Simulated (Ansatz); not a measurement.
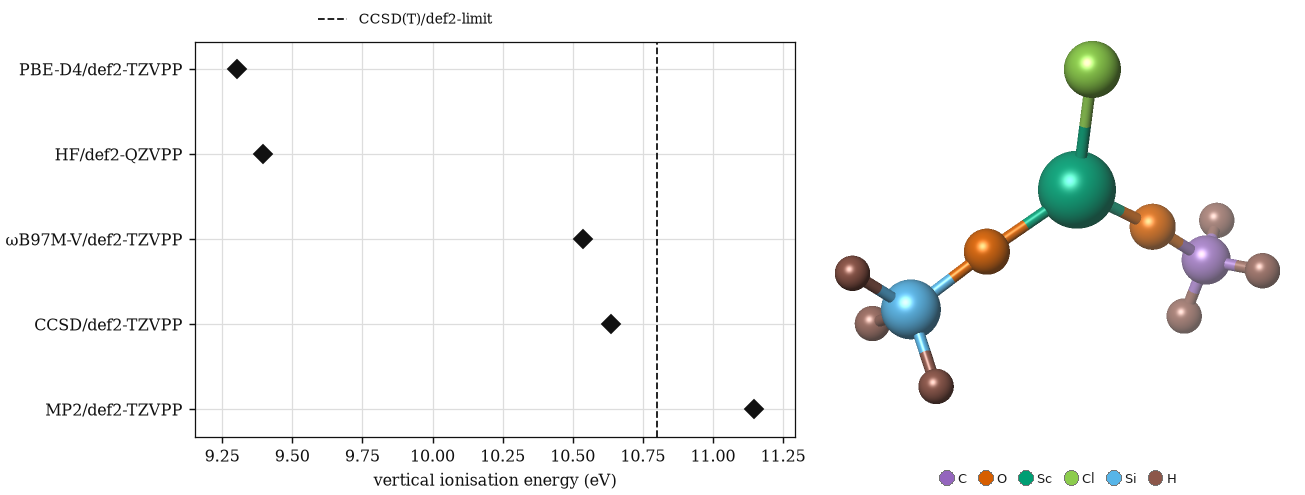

Vertical ionisation energy of CH₆ClO₂ScSi, SMILES C[O][Sc]([Cl])[O][SiH3], singlet, taken as the energy of the cation less that of the neutral at fixed geometry (unrestricted doublet cation, cores frozen in correlated methods, no spin-orbit coupling), the Ansatz code, at a PBE0-D4/def2-TZVP geometry (a minimum by its frequencies). Limit means an estimate of the basis limit from triple and quadruple zeta; for coupled cluster it is either extrapolated directly or built as the MP2 limit plus the step from MP2 in triple zeta. The distance of CCSD/def2-TZVPP and MP2/def2-TZVPP to the limit includes basis error.

Q: Which level comes closest to the line (CCSD(T)/def2-limit), and which misses most?

A: Closest CCSD/def2-TZVPP (10.64 eV), against 10.80 eV; farthest PBE-D4/def2-TZVPP (9.30 eV).

Q: What range do the values span, the line included?

A: From 9.30 eV (PBE-D4/def2-TZVPP) to 11.14 eV (MP2/def2-TZVPP).

Caveats, for all or some of the runs: no scalar relativity up to krypton; one conformer of a flexible molecule; outer-core shells are correlated without core-valence functions, which makes the correlated values less sure.
